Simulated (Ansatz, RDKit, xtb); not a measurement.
# C4H7BSSi: ranking a sample of isomers, part 2 of 2

A sample of isomers of C4H7BSSi is drawn. Aim: find which of them has the lowest free energy at 298.15 K, then its properties. The sample is small against all isomers, and the most stable one of this formula need not be in it.

xtb, Ansatz and PySCF; isolated molecules. The steps go on from the part before.

**10. c871a at MP2/def2-TZVPP**

input.yaml reads:

```yaml
crystal:
  periodic: [false, false, false]
  atoms:
    - symbol: C
      position_ang: [-0.677897, 1.966035, -1.824750]
    - symbol: C
      position_ang: [0.549449, 1.995010, -1.162463]
    - symbol: C
      position_ang: [0.886883, 0.781868, -0.522610]
    - symbol: C
      position_ang: [-0.079080, -0.209649, -0.680030]
    - symbol: B
      position_ang: [-1.364631, 3.069561, -2.615755]
    - symbol: S
      position_ang: [-1.394861, 0.383342, -1.623763]
    - symbol: Si
      position_ang: [-0.015668, -1.953446, 0.011012]
    - symbol: H
      position_ang: [-2.437318, 2.887203, -3.135855]
    - symbol: H
      position_ang: [-0.818792, 4.140935, -2.718884]
    - symbol: H
      position_ang: [1.178092, 2.887394, -1.152797]
    - symbol: H
      position_ang: [1.808204, 0.624535, 0.041237]
    - symbol: H
      position_ang: [-0.083999, -2.956296, -1.089778]
    - symbol: H
      position_ang: [1.271152, -2.097856, 0.747157]
    - symbol: H
      position_ang: [-1.157629, -2.192473, 0.939073]
basis:
  gaussian:
    orbitals: def2-TZVPP
correlation:
  method: mp2
  frozen_orbitals: {C: 1, H: 0, B: 1, Si: 5, S: 5}
```

On the command line:

```
$ ansatz run input.yaml --threads 2 --pin off --max-ram 5220MiB --events-out events.jsonl --progress --plain --runs-dir runs
```

Output:

```text
Warning: RAYON_NUM_THREADS=2 ignored (pool sized by the plan → 2); use --threads N
Functional definition: HF
  name "HF"
  exchange = exact_x
  correlation = 0
1992 factors; integrals over basis functions are off by at most 8.7e-4 eV
mean field evaluation 1: about -23580.6296 eV, gradient 3.7e1 eV
mean field evaluation 2: about -23581.0621 eV, gradient 3.7e1 eV
mean field evaluation 4: about -23585.5687 eV, gradient 6.4e0 eV
mean field evaluation 8: about -23585.7289 eV, gradient 5.1e-1 eV
mean field evaluation 16: about -23585.7320 eV, gradient 2.3e-6 eV
mean field -23585.73201275 eV, -866.7596644851 hartree, gradient 2.3e-6 eV, S^2 0.000000; 0 other end points of the search recorded, 0 dependent functions left out; unrestricted orbitals would lower it
15 core orbitals not correlated: weight in the atoms' cores, before any rotation towards them, 1.000 or more for the frozen orbitals, at most 0.000 for the correlated occupied ones
reference -23585.73201275 eV, -866.7596644851 hartree; 18, 18 occupied and 304, 304 virtual orbitals, 1992 factors
second order -28.15646525 eV of doubles, -0.00000000 eV of singles
Total energy: -23613.88847800 eV, -867.7943954980 hartree
```

Wall time 41 s (2 threads of Intel Xeon at 2.50GHz (Skylake/Cascade Lake), shared host); peak memory 1.1 GiB.

**11. c874a at CCSD(T)/def2-SVP**

input.yaml reads:

```yaml
crystal:
  periodic: [false, false, false]
  atoms:
    - {symbol: C, position_ang: [-0.375728, 1.709233, -1.071202]}
    - {symbol: C, position_ang: [2.115190, 1.503391, -0.982789]}
    - {symbol: C, position_ang: [1.482355, 0.272875, -0.989863]}
    - {symbol: C, position_ang: [0.065362, 0.376428, -1.040015]}
    - {symbol: B, position_ang: [-1.792090, 2.256608, -1.126443]}
    - {symbol: S, position_ang: [0.998224, 2.796542, -1.036833]}
    - {symbol: Si, position_ang: [-1.090408, -1.112527, -1.061637]}
    - {symbol: H, position_ang: [-2.001236, 3.443819, -1.147959]}
    - {symbol: H, position_ang: [-2.721459, 1.486767, -1.149008]}
    - {symbol: H, position_ang: [3.188531, 1.690854, -0.948092]}
    - {symbol: H, position_ang: [2.026479, -0.672584, -0.959724]}
    - {symbol: H, position_ang: [-0.240277, -2.338030, -1.022048]}
    - {symbol: H, position_ang: [-1.993800, -1.113097, 0.122616]}
    - {symbol: H, position_ang: [-1.916953, -1.137888, -2.300418]}
basis:
  gaussian:
    orbitals: def2-SVP
correlation:
  method: ccsd_t
  frozen_orbitals: {C: 1, H: 0, B: 1, Si: 5, S: 5}
```

On the command line:

```
$ ansatz run input.yaml --threads 2 --pin off --max-ram 5220MiB --events-out events.jsonl --progress --plain --runs-dir runs
```

Output, cut to the lines that bear on the results:

```text
Warning: RAYON_NUM_THREADS=2 ignored (pool sized by the plan → 2); use --threads N
Functional definition: HF
  name "HF"
[...]
1415 factors; integrals over basis functions are off by at most 1.6e-3 eV
[...]
mean field -23573.66577214 eV, -866.3162383214 hartree, gradient 9.2e-6 eV, S^2 0.000000; 0 other end points of the search recorded, 0 dependent functions left out; unrestricted orbitals would lower it
15 core orbitals not correlated: weight in the atoms' cores, before any rotation towards them, 1.000 or more for the frozen orbitals, at most 0.000 for the correlated occupied ones
reference -23573.66577214 eV, -866.3162383214 hartree; 18, 18 occupied and 108, 108 virtual orbitals, 1415 factors
second order -22.88008603 eV of doubles, -0.00000000 eV of singles
cycle   1  -23.53760595 eV  change   -6.6e-1 eV  update   1.4e-1
[...]
cycle  10  -24.49120968 eV  change    3.8e-5 eV  update   2.9e-5
perturbative correction -1.07750200 eV, -0.0395974683 hartree
Total energy: -23599.23448382 eV, -867.2558711448 hartree
```

Run time: 56 s. Hardware: 2 threads of Intel Xeon at 2.50GHz (Skylake/Cascade Lake), shared host; peak memory 1 GiB.

For c871a, c874a, c859a, c374a, c385a the log finds that unrestricted Hartree-Fock orbitals lie lower, a sign to watch the closed-shell reference there.

**12. Free energies and the winner**

Energies in kcal/mol from c871a; G adds the thermal terms to the CCSD(T)/def2-SVP + MP2/def2-TZVPP - MP2/def2-SVP energy. The columns left of the relaxed level are at the tight-binding geometries.

```
label            SMILES     spin  GFN2-xTB  HF/STO-3G  r2SCAN-D4/def2-SVP  B3LYP-D3(BJ)/def2-SVP  HF/def2-SVP  MP2/def2-SVP  CCSD(T)/def2-SVP + MP2/def2-TZVPP - MP2/def2-SVP    G  share at equilibrium     T1
c871a  Bc1ccc([SiH3])s1  singlet       0.0        0.0                 0.0                    0.0          0.0           0.0                                               0.0  0.0                92.8 %  0.014
c874a    Bc1sccc1[SiH3]  singlet       0.1        1.0                 1.5                    1.4          2.7           1.6                                               1.3  1.6                 6.0 %  0.014
c859a  Bc1csc([SiH3])c1  singlet       2.1        1.6                 4.0                    3.4          1.8           3.7                                               2.9  2.8                 0.9 %  0.014
c374a    Bc1ccsc1[SiH3]  singlet       2.3        2.6                 4.2                    3.7          3.9           4.1                                               3.2  3.4                 0.3 %  0.014
c385a    Bc1cscc1[SiH3]  singlet       1.9        2.3                 5.1                    4.5          4.0           4.9                                               4.0  4.3                 0.1 %  0.014
```

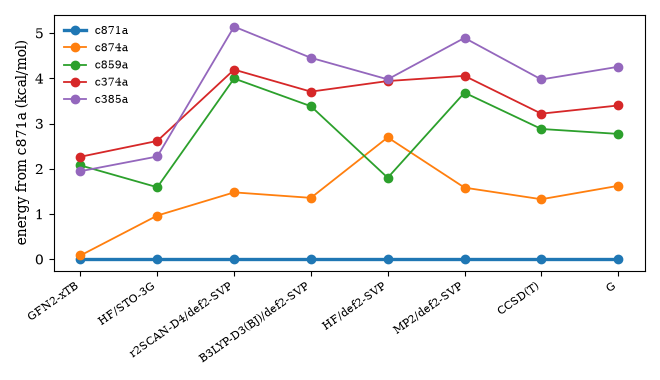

The finalists at each level, measured from c871a.

Lowest found: c871a, `Bc1ccc([SiH3])s1`, a singlet. Bond lengths: C1–C2 1.395 Å, C2–C3 1.412 Å, C3–C4 1.393 Å, C1–B5 1.522 Å, C1–S6 1.749 Å, C4–S6 1.724 Å, C4–Si7 1.877 Å, B5–H8 1.206 Å, B5–H9 1.207 Å, C2–H10 1.092 Å, C3–H11 1.092 Å, Si7–H12 1.491 Å, Si7–H13 1.490 Å, Si7–H14 1.491 Å. Some angles: C1–C2–C3 114.0°, C2–C1–B5 129.0°, C2–C1–S6 109.0°, B5–C1–S6 122.1°, C2–C3–C4 113.2°, C3–C4–S6 110.3°, C3–C4–Si7 126.6°, S6–C4–Si7 123.1°, C1–S6–C4 93.5°, C1–C2–H10 121.9°.

```xyz
14

C    -0.6779    1.9660   -1.8248
C     0.5494    1.9950   -1.1625
C     0.8869    0.7819   -0.5226
C    -0.0791   -0.2096   -0.6800
B    -1.3646    3.0696   -2.6158
S    -1.3949    0.3833   -1.6238
Si   -0.0157   -1.9534    0.0110
H    -2.4373    2.8872   -3.1359
H    -0.8188    4.1409   -2.7189
H     1.1781    2.8874   -1.1528
H     1.8082    0.6245    0.0412
H    -0.0840   -2.9563   -1.0898
H     1.2712   -2.0979    0.7472
H    -1.1576   -2.1925    0.9391
```

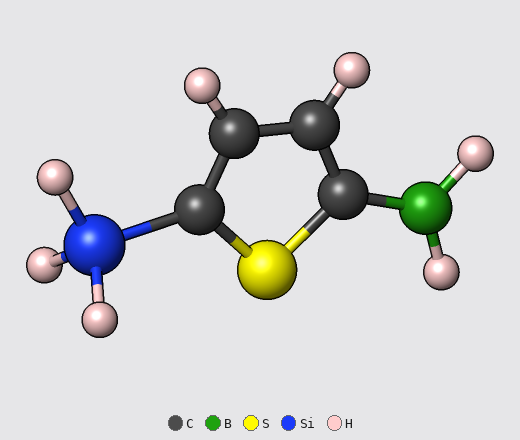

The lowest structure found, seen from a chosen angle (carbon dark grey, boron green, sulfur yellow, silicon blue, hydrogen pink).

**13. Results**

The summary covers parts 1 to 2.

```
                                 quantity                                                                  value
                   lowest structure found                                              Bc1ccc([SiH3])s1, singlet
                            next finalist                      Bc1sccc1[SiH3], singlet, 1.6 kcal/mol higher in G
share at equilibrium, among the finalists                                                                 92.8 %
                                   funnel  5 starts, 5 minima at GFN2-xTB, 8 screening runs, 5 relaxed, 5 ranked
                     CPU time of all runs                                                                 39 min
```

In words: The lowest structure found is `Bc1ccc([SiH3])s1`. The margin, 1.6 kcal/mol, is modest. GFN2-xTB, HF/STO-3G, r2SCAN-D4/def2-SVP, B3LYP-D3(BJ)/def2-SVP, HF/def2-SVP and MP2/def2-SVP already put its bonding pattern lowest among the structures in one piece. The largest share of the time went into the relaxations (52 %). The search is not exhaustive (a finite list of starts, one conformer a finalist), so a lower isomer can't be ruled out. Only 5 drawn patterns were tried, so whole families of isomers are missing, and the result ranks this sample alone. The lowest isomer need not be the one that is made and kept in a bottle, which depends on barriers.
